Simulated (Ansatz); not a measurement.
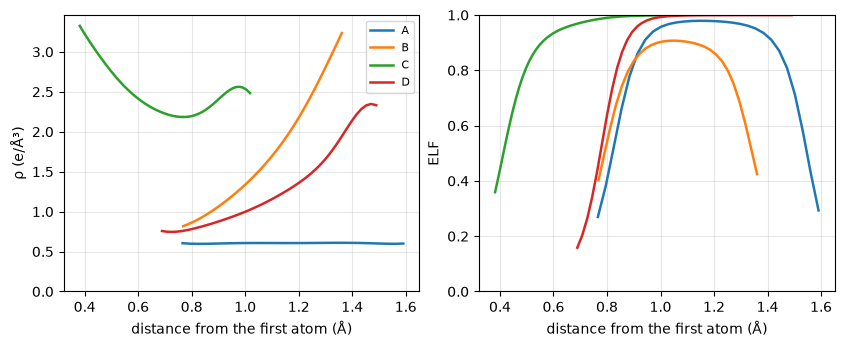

*H₉NSi₄ (SMILES N1[SiH2][SiH2][SiH2][SiH2]1). Electron density and ELF along straight lines between neighbouring atoms. The curves leave out the atomic cores.*

Geometry: B3LYP/6-31G*.

The calculation used Ansatz 0.2.0, isolated molecule in a Gaussian basis; Kohn-Sham density functional theory, functional PBE0.

The calculation's input:

```
basis:
  gaussian:
    orbitals: def2-SVPD
crystal:
  periodic: [false, false, false]
  atoms:
    - symbol: "N"
      position_ang: [0.107160, -0.760580, 1.895918]
    - symbol: Si
      position_ang: [1.510004, 0.292300, 1.978829]
    - symbol: Si
      position_ang: [1.309221, 1.654359, 0.063598]
    - symbol: Si
      position_ang: [-0.976954, 1.301274, -0.385634]
    - symbol: Si
      position_ang: [-1.265502, -0.716220, 0.801742]
    - symbol: H
      position_ang: [0.087163, -1.509479, 2.585290]
    - symbol: H
      position_ang: [1.523719, 1.111370, 3.229008]
    - symbol: H
      position_ang: [2.768939, -0.509741, 1.999582]
    - symbol: H
      position_ang: [1.679646, 3.076305, 0.308874]
    - symbol: H
      position_ang: [2.154680, 1.133653, -1.048787]
    - symbol: H
      position_ang: [-1.313422, 1.188389, -1.832474]
    - symbol: H
      position_ang: [-1.807574, 2.388799, 0.206640]
    - symbol: H
      position_ang: [-1.285955, -1.891465, -0.121507]
    - symbol: H
      position_ang: [-2.547467, -0.770859, 1.564709]
hamiltonian:
  xc: pbe0
output: {forces: true, orbitals: {seedname: orbitals}}
```

Run with:

```sh
ansatz run input.yaml --threads 2 --pin off --max-ram 4350MiB --events-out events.jsonl --progress --plain --runs-dir runs
```

**Which curve belongs to which contact (N–H, Si–H, Si–N and Si–Si)? The first atom named is at distance zero.**

Curve A: Si–Si (2.36 Å): ρ is about 0.61 e/Å³ halfway; the ELF peaks at about 1 between the atoms, as expected for a shared electron pair. Curve B: Si–N (1.76 Å): the density is about 1 e/Å³ at the midpoint; the ELF peaks at about 0.90 between the atoms: a polar covalent bond. Curve C: N–H (1.02 Å): the density is about 2.7 e/Å³ at the midpoint; the ELF climbs to about 1 towards the hydrogen, as it does in any bond to H: a covalent bond by its length. Curve D: Si–H (1.49 Å): ρ is about 0.75 e/Å³ halfway; the ELF climbs to about 1 towards the hydrogen.
